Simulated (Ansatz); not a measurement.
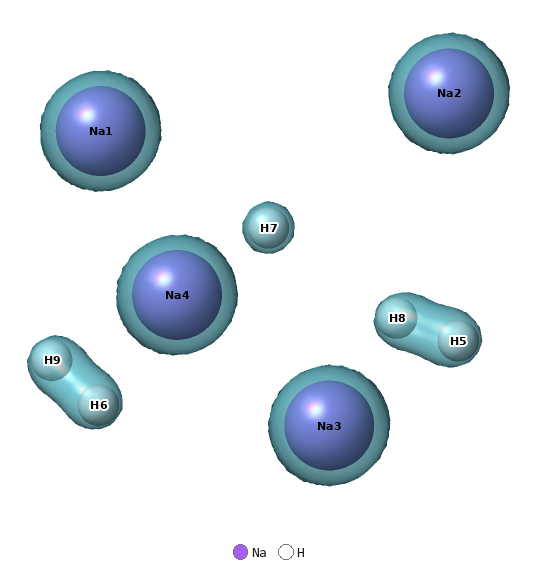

Figure. H5Na4 (charge −1, quintet). Isosurface of the electron density at 0.8 e/Å³ (cyan), seen at a tilt.

Geometry: PBE-D4/def2-SVPD.

These are results of UKS PBE0-D4/def2-TZVPD in Ansatz, not measurements.

The calculation's input:

```
crystal:
  periodic: [false, false, false]
  atoms:
    - {symbol: Na, position_ang: [-2.824301, -0.363202, 1.160677]}
    - {symbol: Na, position_ang: [0.373963, 2.679780, 1.639827]}
    - {symbol: Na, position_ang: [-0.315932, 0.658121, -2.215139]}
    - {symbol: Na, position_ang: [1.326344, -1.585938, 1.076396]}
    - {symbol: H, position_ang: [2.409957, 1.312041, -0.307693]}
    - {symbol: H, position_ang: [-0.692801, -1.980036, -1.005286]}
    - {symbol: H, position_ang: [-0.381008, 0.431522, 0.483059]}
    - {symbol: H, position_ang: [1.612312, 0.946385, -0.160237]}
    - {symbol: H, position_ang: [-1.508543, -2.098671, -0.671596]}
basis:
  gaussian: {orbitals: def2-TZVPD, initial_orbitals: start.molden}
total_charge: -1
magnetization: {spin_polarized: true, initial_magnetization: 4}
hamiltonian: {xc: pbe0, dispersion: d4}
scf: {omitted_lower_state_checks: [starts]}
output: {orbitals: {seedname: orbitals}}
```

Command:

```sh
ansatz run in.yaml --threads 4 --pin off --events-out ev --progress --plain --max-ram 3916MiB
```

What does this surface tell about the bonding?

Answer. At this value the surface falls into seven separate pieces. It bridges the sampled H···H (0.89 Å) contacts, where the density stays above the isovalue. It is pinched off along the sampled Na···H (2.64 Å) contacts. On the grid the lowest density along these lines, outside the cores, is 1.3 e/Å³ (H···H, 0.89 Å) and 0.05 e/Å³ (Na···H, 2.64 Å).
